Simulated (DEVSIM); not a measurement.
Structure: abrupt GaAs n-p junction, at 350 K.

```tsv
layer (left to right)	material	thickness (μm)	Nd (cm⁻³)	Na (cm⁻³)	τn (s)	τp (s)
1	GaAs	1.50	1.3e15	-	6.6e-9	6.6e-9
2	GaAs	3.30	-	2.3e17	6.6e-9	6.6e-9
```

Left contact: ohmic. Right contact: ohmic. Voltage is applied to the left contact. Recombination: SRH at mid-gap, radiative. Mobility is constant in doping.

The device is made up for the run: typed textbook-type constants, with dimensions and the other settings drawn at random. Values at 300 K; Nc and Nv go as T^1.5, mobilities as T to minus their exponent, the gap by Varshni's rule with the affinity fixed.

| parameter | GaAs |
|---|---|
| gap (eV) | 1.424 |
| affinity (eV) | 4.07 |
| permittivity | 12.9 |
| Nc (cm⁻³) | 4.7e17 |
| Nv (cm⁻³) | 9e18 |
| μn (cm²/Vs) | 8500 |
| μp (cm²/Vs) | 400 |
| T exponent of μn | 2.1 |
| T exponent of μp | 2.2 |
| B (cm³/s) | 2e-10 |
| Varshni α (eV/K) | 0.000541 |
| Varshni β (K) | 204 |

Simulated with DEVSIM: 1D drift-diffusion, Boltzmann statistics, complete ionisation; no tunnelling, impact ionisation, image-force lowering or self-heating.

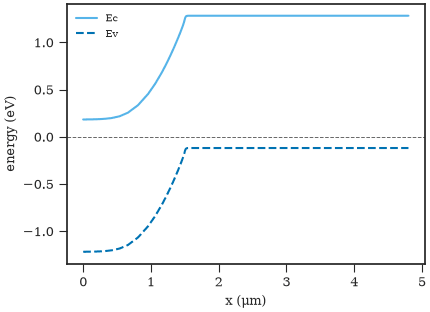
Fig. 1. Band edges at zero bias

Energies count from the Fermi level of the right contact; mesh points crowd at the junctions.

```json
[
 {"x (μm)": "0.000", "Ec (eV)": "0.185", "Ev (eV)": "-1.216", "n (cm⁻³)": "1.3e15", "p (cm⁻³)": "< 1e2", "field (V/cm)": "97"},
 {"x (μm)": "0.02375", "Ec (eV)": "0.185", "Ev (eV)": "-1.216", "n (cm⁻³)": "1.3e15", "p (cm⁻³)": "< 1e2", "field (V/cm)": "99"},
 {"x (μm)": "0.07024", "Ec (eV)": "0.185", "Ev (eV)": "-1.216", "n (cm⁻³)": "1.3e15", "p (cm⁻³)": "< 1e2", "field (V/cm)": "110"},
 {"x (μm)": "0.1612", "Ec (eV)": "0.187", "Ev (eV)": "-1.214", "n (cm⁻³)": "1.2e15", "p (cm⁻³)": "< 1e2", "field (V/cm)": "180"},
 {"x (μm)": "0.4186", "Ec (eV)": "0.200", "Ev (eV)": "-1.201", "n (cm⁻³)": "7.9e14", "p (cm⁻³)": "< 1e2", "field (V/cm)": "1100"},
 {"x (μm)": "0.8088", "Ec (eV)": "0.336", "Ev (eV)": "-1.065", "n (cm⁻³)": "8.6e12", "p (cm⁻³)": "5200", "field (V/cm)": "6700"},
 {"x (μm)": "1.159", "Ec (eV)": "0.680", "Ev (eV)": "-0.721", "n (cm⁻³)": "9.4e7", "p (cm⁻³)": "4.8e8", "field (V/cm)": "13000"},
 {"x (μm)": "1.371", "Ec (eV)": "0.998", "Ev (eV)": "-0.403", "n (cm⁻³)": "2500", "p (cm⁻³)": "1.8e13", "field (V/cm)": "17000"},
 {"x (μm)": "1.446", "Ec (eV)": "1.131", "Ev (eV)": "-0.270", "n (cm⁻³)": "< 1e2", "p (cm⁻³)": "1.5e15", "field (V/cm)": "19000"},
 {"x (μm)": "1.485", "Ec (eV)": "1.208", "Ev (eV)": "-0.193", "n (cm⁻³)": "< 1e2", "p (cm⁻³)": "1.9e16", "field (V/cm)": "23000"},
 {"x (μm)": "1.504", "Ec (eV)": "1.259", "Ev (eV)": "-0.142", "n (cm⁻³)": "< 1e2", "p (cm⁻³)": "1.0e17", "field (V/cm)": "22000"},
 {"x (μm)": "1.545", "Ec (eV)": "1.283", "Ev (eV)": "-0.118", "n (cm⁻³)": "< 1e2", "p (cm⁻³)": "2.3e17", "field (V/cm)": "430"},
 {"x (μm)": "1.613", "Ec (eV)": "1.283", "Ev (eV)": "-0.118", "n (cm⁻³)": "< 1e2", "p (cm⁻³)": "2.3e17", "field (V/cm)": "≈ 0"},
 {"x (μm)": "1.748", "Ec (eV)": "1.283", "Ev (eV)": "-0.118", "n (cm⁻³)": "< 1e2", "p (cm⁻³)": "2.3e17", "field (V/cm)": "≈ 0"},
 {"x (μm)": "2.162", "Ec (eV)": "1.283", "Ev (eV)": "-0.118", "n (cm⁻³)": "< 1e2", "p (cm⁻³)": "2.3e17", "field (V/cm)": "≈ 0"},
 {"x (μm)": "2.835", "Ec (eV)": "1.283", "Ev (eV)": "-0.118", "n (cm⁻³)": "< 1e2", "p (cm⁻³)": "2.3e17", "field (V/cm)": "≈ 0"},
 {"x (μm)": "3.704", "Ec (eV)": "1.283", "Ev (eV)": "-0.118", "n (cm⁻³)": "< 1e2", "p (cm⁻³)": "2.3e17", "field (V/cm)": "≈ 0"},
 {"x (μm)": "4.259", "Ec (eV)": "1.283", "Ev (eV)": "-0.118", "n (cm⁻³)": "< 1e2", "p (cm⁻³)": "2.3e17", "field (V/cm)": "≈ 0"},
 {"x (μm)": "4.600", "Ec (eV)": "1.283", "Ev (eV)": "-0.118", "n (cm⁻³)": "< 1e2", "p (cm⁻³)": "2.3e17", "field (V/cm)": "≈ 0"},
 {"x (μm)": "4.711", "Ec (eV)": "1.283", "Ev (eV)": "-0.118", "n (cm⁻³)": "< 1e2", "p (cm⁻³)": "2.3e17", "field (V/cm)": "≈ 0"},
 {"x (μm)": "4.767", "Ec (eV)": "1.283", "Ev (eV)": "-0.118", "n (cm⁻³)": "< 1e2", "p (cm⁻³)": "2.3e17", "field (V/cm)": "≈ 0"},
 {"x (μm)": "4.800", "Ec (eV)": "1.283", "Ev (eV)": "-0.118", "n (cm⁻³)": "< 1e2", "p (cm⁻³)": "2.3e17", "field (V/cm)": "≈ 0"}
]
```
